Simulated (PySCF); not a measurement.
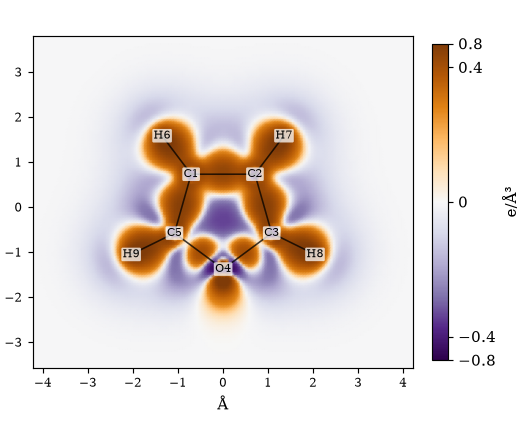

Figure 1: C₄H₄O, SMILES `c1ccoc1`. Deformation density (molecule less spherical, spin-averaged free atoms) in the molecular plane; colour scale in e/Å³, logarithmic beyond ±0.1; orange: gain, purple: loss.

Computed with PySCF, B3LYP/6-311+G**, geometry: GFN2-xTB. No frequency check shows the geometry to be a minimum.

Coordinates in Å:

```
C1       0.7180   -0.9487    0.0000
C2      -0.6989   -0.9625    0.0000
C3      -1.0825    0.3419    0.0000
O4      -0.0121    1.1509    0.0000
C5       1.0761    0.3629    0.0000
H6       1.3711   -1.7969    0.0000
H7      -1.3354   -1.8232    0.0000
H8      -2.0489    0.8056    0.0000
H9       2.0333    0.8453    0.0000
```

> How much density has each bond in this plane gained at its critical point, relative to the free atoms?

C3–H8 and C5–H9: +0.78 e/Å³ at the bond critical point (bond length 1.07 Å). C1–H6 and C2–H7: +0.73 e/Å³ at the bond critical point (bond length 1.07 Å). C2–C3 and C1–C5: +0.67 e/Å³ at the bond critical point (bond length 1.36 Å). C1–C2: +0.56 e/Å³ at the bond critical point (bond length 1.42 Å). C3–O4 and O4–C5: +0.10 e/Å³ at the bond critical point (bond length 1.34 Å); up to 0.6 Å beside the axis the gain reaches +0.42 e/Å³. In all, 2.1 electrons gather in the regions of gain relative to the promolecule. A small or negative value marks a very polar bond, one between electron-rich atoms, whose free-atom densities already overlap strongly, a long bond to a heavier atom, or a closed-shell contact such as a hydrogen bond.

> Where do the Hirshfeld charges lie?

The highest Hirshfeld charge is on H8 and H9 (+0.06 e), the lowest on C1 and C2 (−0.09 e).
